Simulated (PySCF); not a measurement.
Dissociation curve of AgCl, singlet.

RHF/def2-SVP, def2 effective core potentials past Kr (PySCF); RKS-wB97X-V = PySCF 2.14.0 with restricted wB97X-V/def2-SVP, def2 effective core potentials past Kr; UHF/def2-SVP, def2 effective core potentials past Kr (PySCF).

Magnitude of the dipole moment (D; its direction can reverse along the curve, and a method can change to another solution) and Mulliken charge of the fragment that holds Ag1:

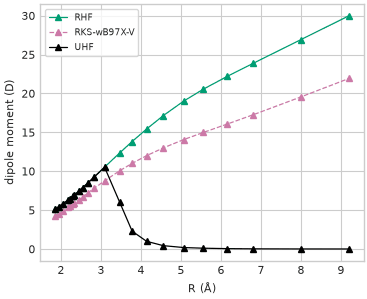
Figure. Dipole moment against bond length.

```csv
R / Å,μ RHF,q RHF,μ RKS-wB97X-V,q RKS-wB97X-V,μ UHF,q UHF
1.85,5.10,0.49,4.25,0.34,5.10,0.49
1.94,5.41,0.48,4.55,0.33,5.41,0.48
2.05,5.81,0.48,4.92,0.34,5.81,0.48
2.17,6.28,0.50,5.34,0.36,6.28,0.50
2.22,6.48,0.51,5.52,0.37,6.48,0.51
2.29,6.77,0.52,5.77,0.38,6.77,0.52
2.33,6.94,0.52,5.92,0.39,6.94,0.52
2.45,7.47,0.54,6.36,0.41,7.47,0.54
2.54,7.88,0.56,6.70,0.42,7.88,0.56
2.67,8.48,0.58,7.20,0.44,8.48,0.58
2.83,9.25,0.60,7.80,0.46,9.25,0.60
3.09,10.52,0.62,8.76,0.48,10.52,0.62
3.47,12.37,0.65,10.07,0.50,6.00,0.27
3.78,13.82,0.67,11.02,0.51,2.29,0.07
4.14,15.42,0.69,12.00,0.51,0.99,0.02
4.56,17.16,0.71,13.00,0.52,0.43,0.00
5.07,19.02,0.73,14.07,0.53,0.19,-0.01
5.56,20.55,0.74,14.99,0.53,0.10,0.00
6.16,22.20,0.73,16.07,0.53,0.05,0.00
6.81,23.89,0.72,17.27,0.52,0.02,0.00
7.99,26.89,0.70,19.54,0.51,0.01,0.00
9.20,29.99,0.68,21.93,0.50,0.01,0.00
```

The restricted form behind RHF, RKS-wB97X-V keeps the bonding electrons paired and can't separate into open-shell fragments. At the longest distance RKS-wB97X-V leaves fractional charges on the fragments, a sign of delocalisation error or of the restricted form. The unrestricted determinant behind UHF is spin-contaminated at 3.47 to 9.20 Å (<S²> up to 1.0, against 0.00 for a pure singlet).
